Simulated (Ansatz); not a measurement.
**G0W0 on several functionals: C2S3 (P2_1/c)**

Aim: G0W0 for C2S3 (P2_1/c) on several starting functionals, at one mesh, band count and screening cutoff.

Program: Ansatz 0.2.0. Level of theory: G0W0 on several functionals, plane waves, PAW. Results are calculated unless marked as measured.

## 1. The starting structure

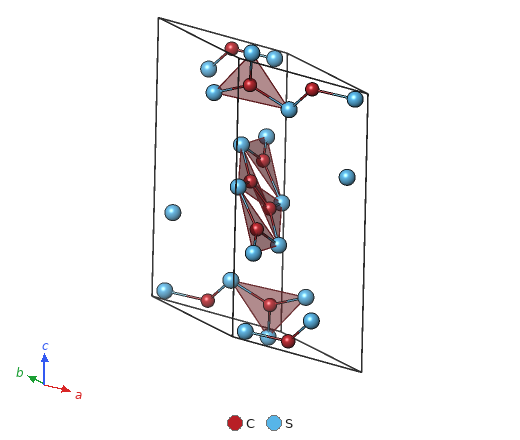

The cell as given, slightly off an axis (carbon red, sulfur blue). Bonds to atoms that aren't drawn are left out. Some periodic images of atoms are drawn too.

Geometry: measured cell, ions relaxed with PBE. The runs that relaxed it are not among those shown.

## 2. G0W0 on LDA

G0W0 replaces the xc potential by the self-energy, built once from these orbitals. Only a window of levels is corrected, while the sums run over the empty bands that the input names. This step takes PAW set soft_1 files.

This step: G0W0 on LDA, plane waves, PAW; PAW set soft_1.

The input, input.yaml:

```yaml
crystal:
  lattice:
    - [5.805, 0.0, 0.0]
    - [0.0, 6.6377, 0.0]
    - [-3.5391430821, 0.0, 10.1819277854]
  atoms:
    - { symbol: C, position: [0.4275340412, 0.9956591813, 0.0389019337] }
    - { symbol: C, position: [0.5724659588, 0.4956591813, 0.4610980663] }
    - { symbol: C, position: [0.5724659588, 0.0043408187, 0.9610980663] }
    - { symbol: C, position: [0.4275340412, 0.5043408187, 0.5389019337] }
    - { symbol: C, position: [0.2857765633, 0.3123523348, 0.8947240389] }
    - { symbol: C, position: [0.7142234367, 0.8123523348, 0.6052759611] }
    - { symbol: C, position: [0.7142234367, 0.6876476652, 0.1052759611] }
    - { symbol: C, position: [0.2857765633, 0.1876476652, 0.3947240389] }
    - { symbol: S, position: [0.2143970329, 0.1860506622, 0.019479966] }
    - { symbol: S, position: [0.7856029671, 0.6860506622, 0.480520034] }
    - { symbol: S, position: [0.7856029671, 0.8139493378, 0.980520034] }
    - { symbol: S, position: [0.2143970329, 0.3139493378, 0.519479966] }
    - { symbol: S, position: [0.5239473935, 0.2046179098, 0.852551854] }
    - { symbol: S, position: [0.4760526065, 0.7046179098, 0.647448146] }
    - { symbol: S, position: [0.4760526065, 0.7953820902, 0.147448146] }
    - { symbol: S, position: [0.5239473935, 0.2953820902, 0.352551854] }
    - { symbol: S, position: [0.1369031152, 0.5137988273, 0.8191576789] }
    - { symbol: S, position: [0.8630968848, 0.0137988273, 0.6808423211] }
    - { symbol: S, position: [0.8630968848, 0.4862011727, 0.1808423211] }
    - { symbol: S, position: [0.1369031152, 0.9862011727, 0.3191576789] }
kpoints:
  mp_grid: { grid: [4, 2, 2] }
hamiltonian:
  xc: lda
  pseudopotentials: { kind: paw, azcp: { folder: soft_1 }, xc_functional: pbe }
scf:
  occupations: { method: fixed }
gw:
  n_empty_bands: 1027
  ecut_chi: 110.0
  qp_bands: [v4, c4]
  qp_kpoints: band_edges
  screening: { model: contour_deformation }
```

On the command line:

```sh
$ ansatz run input.yaml --threads 2 --pin off --max-ram 92160MiB --backend cuda --events-out ev --progress --plain --runs-dir out --devices 1 --max-vram 13GiB
```

Numbers of over 12 decimals in the logs are rounded to 6 here.

The program printed:

```text
GPUs: using 1 of 1 available (devices: 1).
Engine: ansatz 0.2.0, x86_64-unknown-linux-gnu
Pseudopotentials: kind: paw
Pseudopotential: C, paw, valence charge 4, recommended cutoff 420 eV (normal), soft_1/C.paw.azcp
Pseudopotential: S, paw, valence charge 6, recommended cutoff 420 eV (normal), soft_1/S.paw.azcp
Functional definition: SPW92
  exchange = slater_x
  correlation = pw_c
device memory: the entry about to start is reckoned to put 3.4 GiB on a device that reports 51.6 GiB free (of which the cap on the GPU budget leaves the run 13.0 GiB)
GPU FFT provider: cuFFT
GPU libraries: cuBLAS 13.8.2, cuFFT 12.4.0, cuSOLVER 12.3.4
Crystal: 20 atoms, lattice volume = 392.328 Å³
Basis set: ecut = 420 eV, 7669 PW (Γ)
Bands: 72, of which v1, the nominal top of the filled ones, is band 52 counted from 1 (51 counted from 0)
Symmetry: 4 space group operations
Space group: P21/c (ITA 14), of the structure as read, at distance tolerance 7.3e-5 Å
k-points: 12 of 16
Non-local potential: C, projectors of the file, l = 0: 2, l = 1: 2, l = 2: 1
Non-local potential: S, projectors of the file, l = 0: 2, l = 1: 2, l = 2: 1
PAW form: soft (Blöchl's): semilocal exchange-correlation on the pseudo side does not see the compensation charge
PAW frozen core: C, regenerated for the run's functional, and the local potential with it (the file was generated under x = pbe(κ = 0.804, μ = 0.219515), c = pbe(β = 0.066725))
PAW frozen core: S, regenerated for the run's functional, and the local potential with it (the file was generated under x = pbe(κ = 0.804, μ = 0.219515), c = pbe(β = 0.066725))
PAW one-centre angular grid: C, 110 points (default); XC on 64 Gauss nodes
PAW one-centre angular grid: S, 110 points (default); XC on 64 Gauss nodes
Initial density: superposition of atomic densities (chi_scale 0.1, normalization cell, long waves kept (reshape's long-wave potential 0.01 eV rms))
Initial wavefunctions: pseudopotential atomic-orbital guess
GPU buffer pool allocated for 135000 grid points (all kernels)
GPU transforms: local potential and band sums: pruned to the plane-wave sphere, on 40×45×75
Functional: x = slater, c = lda
SCF iter   1: F=—  HF=-12377.572191 eV  |F-HF|=—  |Δ(HF+E_count)|=         —  Δρ=6.91e-2  dr2=2.31e1  ethr=3.10e-3  ⟨swp⟩=5.0  Hψ=3675  notcnv=0  defer=206
preconditioner: auto → Resta (q_TF=auto, 2.187 Å⁻¹)  ε∞=3.8  [insulator: Δε(μ)=1.688 eV  Ē_g=11.464 eV  n_scr=64 (ndim 8)  ℏωp=19.1 eV  f_vac=0.007  ε∞_Penn≈3.8]
SCF iter   2: F=—  HF=-12371.475137 eV  |F-HF|=—  |Δ(HF+E_count)|=    6.10e0  Δρ=2.70e-2  dr2=1.79e0  ethr=3.10e-3  ⟨swp⟩=3.0  Hψ=1724  notcnv=0  defer=190
SCF iter   3: F=—  HF=-12370.950392 eV  |F-HF|=—  |Δ(HF+E_count)|=   5.25e-1  Δρ=1.12e-2  dr2=3.14e-1  ethr=1.72e-3  ⟨swp⟩=3.0  Hψ=1435  notcnv=0  defer=215
SCF iter   4: F=—  HF=-12370.868519 eV  |F-HF|=—  |Δ(HF+E_count)|=   8.19e-2  Δρ=2.34e-3  dr2=3.07e-2  ethr=3.02e-4  ⟨swp⟩=2.0  Hψ=1213  notcnv=0  defer=215
SCF iter   5: F=—  HF=-12370.864254 eV  |F-HF|=—  |Δ(HF+E_count)|=   4.27e-3  Δρ=8.13e-4  dr2=2.49e-3  ethr=2.95e-5  ⟨swp⟩=2.7  Hψ=1311  notcnv=0  defer=216
SCF iter   6: F=—  HF=-12370.864666 eV  |F-HF|=—  |Δ(HF+E_count)|=   4.12e-4  Δρ=2.02e-4  dr2=1.55e-4  ethr=2.40e-6  ⟨swp⟩=2.9  Hψ=1354  notcnv=0  defer=216
SCF iter   7: F=—  HF=-12370.864740 eV  |F-HF|=—  |Δ(HF+E_count)|=   7.43e-5  Δρ=6.08e-5  dr2=3.03e-5  ethr=1.49e-7  ⟨swp⟩=2.0  Hψ=977  notcnv=0  defer=211
SCF iter   8: F=—  HF=-12370.864736 eV  |F-HF|=—  |Δ(HF+E_count)|=   3.71e-6  Δρ=1.51e-5  dr2=1.32e-6  ethr=2.92e-8  ⟨swp⟩=2.0  Hψ=1268  notcnv=0  defer=188
SCF iter   9: F=-12370.864737 eV  HF=-12370.864737 eV  |F-HF|=3.01e-9  |Δ(HF+E_count)|=   2.85e-7  Δρ=3.86e-6  dr2=9.19e-8  ethr=9.62e-11  ⟨swp⟩=14.5  Hψ=5761  notcnv=0
SCF 1 converged in 9 iterations: F = -12370.864737 eV  dr2 = 9.19e-8
  greatest PAW one-centre occupation: 0.860 electrons in one spin orbital (limit 2), on the S atom at site 15 (counted from 0), in its partial waves of l = 0
device memory: the entry about to start is reckoned to put 3.9 GiB (of the 4.1 GiB reckoned in all, the device holds 0.1 GiB already) on a device that reports 47.6 GiB free (of which the cap on the GPU budget leaves the run 12.9 GiB)
NSCF: frozen V_eff on 12 k-points
the band table was solved once the SCF had ended and its energy, with any forces and stress, was formed, with the checks that follow a solve (3844 applications of the Hamiltonian). They found nothing against the state; the energy, forces and stress were not computed again (output.eigenvalues in the input reference)
device memory: the entry about to start is reckoned to put 7.8 GiB on a device that reports 48.6 GiB free (of which the cap on the GPU budget leaves the run 13.0 GiB)
NSCF: frozen V_eff on 12 k-points
G₀W₀ screening: q 1/12
[... further progress lines ...]
device memory: the entry about to start is reckoned to put 1.4 GiB on a device that reports 48.3 GiB free (of which the cap on the GPU budget leaves the run 13.0 GiB)
NSCF: frozen V_eff on 1 k-points
device memory: the entry about to start is reckoned to put 1.4 GiB on a device that reports 48.3 GiB free (of which the cap on the GPU budget leaves the run 13.0 GiB)
NSCF: frozen V_eff on 1 k-points
SCF converged after 9 iterations
Free energy (F): -12370.864737 eV
Harris-Foulkes:  -12370.864737 eV  (|F-HF|=3.01e-9)
Internal energy: -12370.864737 eV  (E = F + TS)
E sigma→0 (E₀):  -12370.864737 eV
Fermi energy:    3.488595 eV
--- Per-component energies (eV) ---
  E_band       = -404.980980
  E_kinetic    = 1953.849653
  E_local      = -3989.771174  (includes V_loc(G=0)·N_el)
  E_nonlocal   = 627.053211
  E_hartree    = 1315.362438
  E_xc         = -1415.022437
  E_vxc        = -1435.376067  (∫ρ·V_xc dr)
  E_paw        = -7662.002121  (= ΣΔE_a)
  E_vpaw       = -191.463937  (= ΣTr[D̂ρ^β])
  E_aug_tail   = 0.000117  (compensation charges beyond the density's cutoff)
  E_ewald      = -3202.675455
  E_core_change = 2.341032  (= ΣΔE_core)
  E_smearing   = -0.000000  (= −TS)
  E_closure    = -0.000000  (closes the sum)
  Σ components = -12370.864737   (vs F -12370.864737, Δ=0.00e0)
--- Band table (eV; the first three rows and the last of 12) ---
  k-point 0: bands = [... 48 lower, 2.7590, 3.0318, 3.1120, 3.3029, 5.0112, 5.6695, 5.7396, 5.8278, ... 16 higher]
  k-point 1: bands = [... 48 lower, 2.8949, 2.8949, 3.2793, 3.2793, 5.2950, 5.2950, 5.9133, 5.9133, ... 16 higher]
  k-point 2: bands = [... 48 lower, 2.9787, 2.9787, 3.2652, 3.2652, 5.4664, 5.4664, 5.8266, 5.8266, ... 16 higher]
  k-point 11: bands = [... 48 lower, 2.7082, 2.7082, 3.2514, 3.2514, 5.1843, 5.1843, 5.4549, 5.4549, ... 16 higher]
--- G₀W₀: contour deformation, 6 samples at zero and on the imaginary axis and 1 off it, 16 q-points, 1027 empty bands' worth ---
  eigenvalues of the whole cell's RPA ε∞ on this k-mesh (on a slab, of 1 + 4πα/V) = 4.3595, 4.9465, 5.3356; static W/v taken at q = 0 is 0.198557
  bands read: the sum over 1079 bands ends inside a degenerate multiplet in 8 slots, whose members it reads at an even weight; the widest, k=1: bands 1079 to 1080 (counted from 1) at 1/2 each
  gw.qp_kpoints: band_edges: 12 of 12 stored k-points solved, in 1 pass; an edge of the gap read off the rows below is read off those points alone
    ik  band        ε_KS         Σx   Σc(E_QP)       V_xc       Z   E_QP_lin       E_QP  E_QP is
     0    49      2.7590   -17.7328     2.0775   -15.0735  0.7101     2.1628     2.1771  root
     0    50      3.0318   -16.3068     1.3563   -14.5166  0.7235     2.5926     2.5978  root
     0    51      3.1120   -18.0034     2.0609   -15.3427  0.7207     2.4996     2.5123  root
     0    52      3.3029   -16.6514     1.2786   -14.9036  0.7283     2.8284     2.8337  root
     0    53      5.0112    -9.6859    -3.4252   -13.8371  0.7355     5.7508     5.7372  root
     0    54      5.6695   -10.1117    -3.8510   -14.7099  0.7137     6.4430     6.4166  root
     0    55      5.7396    -9.6318    -4.0391   -14.4580  0.7238     6.5560     6.5266  root
     0    56      5.8278    -9.9957    -3.8681   -14.5998  0.7271     6.5896     6.5638  root
     1    49      2.8949   -17.8467     2.1989   -15.0336  0.7156     2.2658     2.2807  root
     1    50      2.8949   -17.8467     2.1989   -15.0336  0.7156     2.2658     2.2807  root
     1    51      3.2793   -16.6718     1.3015   -14.9147  0.7266     2.8187     2.8238  root
     1    52      3.2793   -16.6718     1.3015   -14.9147  0.7266     2.8187     2.8238  root
     1    53      5.2950    -9.9612    -3.5576   -14.2438  0.7301     6.0365     6.0200  root
     1    54      5.2950    -9.9612    -3.5576   -14.2438  0.7301     6.0365     6.0200  root
     1    55      5.9133    -9.9648    -4.0110   -14.7239  0.7132     6.6936     6.6614  root
     1    56      5.9133    -9.9648    -4.0110   -14.7239  0.7132     6.6936     6.6614  root
     2    49      2.9787   -17.9576     2.2423   -15.0899  0.7155     2.3385     2.3533  root
     2    50      2.9787   -17.9576     2.2423   -15.0899  0.7155     2.3385     2.3533  root
     2    51      3.2652   -16.4178     1.3137   -14.6282  0.7253     2.7835     2.7893  root
     2    52      3.2652   -16.4178     1.3137   -14.6282  0.7253     2.7835     2.7893  root
     2    53      5.4664    -9.9997    -3.6954   -14.4456  0.7241     6.2372     6.2169  root
     2    54      5.4664    -9.9997    -3.6954   -14.4456  0.7241     6.2372     6.2169  root
     2    55      5.8266   -10.0702    -3.8845   -14.6771  0.7198     6.5766     6.5490  root
     2    56      5.8266   -10.0702    -3.8845   -14.6771  0.7198     6.5766     6.5490  root
[...]
11    49      2.7082   -17.6847     2.3308   -14.7425  0.7079     2.0798     2.0968  root
    11    50      2.7082   -17.6847     2.3308   -14.7425  0.7079     2.0798     2.0968  root
    11    51      3.2514   -16.6329     1.3483   -14.7995  0.7258     2.7603     2.7664  root
    11    52      3.2514   -16.6329     1.3483   -14.7995  0.7258     2.7603     2.7664  root
    11    53      5.1843    -9.3660    -3.6389   -13.7317  0.7356     5.9265     5.9110  root
    11    54      5.1843    -9.3660    -3.6389   -13.7317  0.7356     5.9265     5.9110  root
    11    55      5.4549    -9.6108    -3.7476   -14.1195  0.7300     6.2360     6.2161  root
    11    56      5.4549    -9.6108    -3.7476   -14.1195  0.7300     6.2360     6.2161  root
```

Run time: 72 s. Hardware: 1 × NVIDIA H100 80GB HBM3 (shared by 6 runs) with 2 threads of AMD EPYC 7R13 (Zen 3), shared host; peak memory 4.6 GiB; 2 min of CPU time.

This step gave:

| Quantity | Value |
| --- | --- |
| bands summed | 1079 |
| RPA ε∞ on this mesh (eigenvalues) | 4.359, 4.947, 5.336 |
| plane waves in the screening matrix | 1033 |
| q-points in the mesh | 16 |
| G0W0 gap on the mesh | 2.707 eV |
| k of the valence top | -0.5, 0, 0 |
| k of the conduction bottom | 0, 0, 0 |
| starting gap on the mesh | 1.523 eV |
| Z at the valence top | 0.7290 |
| Z at the conduction bottom | 0.7355 |
| least direct G0W0 gap on the computed points | 2.747 eV |

The gap on the mesh goes from 1.52 eV to 2.71 eV, a correction of +1.18 eV. Between the two edge states, bare exchange in place of the xc potential would open the gap by 5.81 eV, and correlation takes back 4.63 eV.

(Part 1 of 2 ends here.)

[Paths, hosts, dates, memory and timing lines, banners, echoed tables and standing remarks are left out of the program output.]

[Logs are printed without paths, hosts, clocks, repeated set-up lines and the standing remarks that a program may print on its own settings, such as how far it seeks lower states.]

[Runs of the session that timed out or met a known fault of the program may be left out.]

[Cells called generated may have been cut or substituted from an entry of the Crystallography Open Database or the Materials Project.]

[Hosts, paths, dates, database ids (printed as entryN), source tags and the programs' standing remarks are cut or masked in the printed files.]
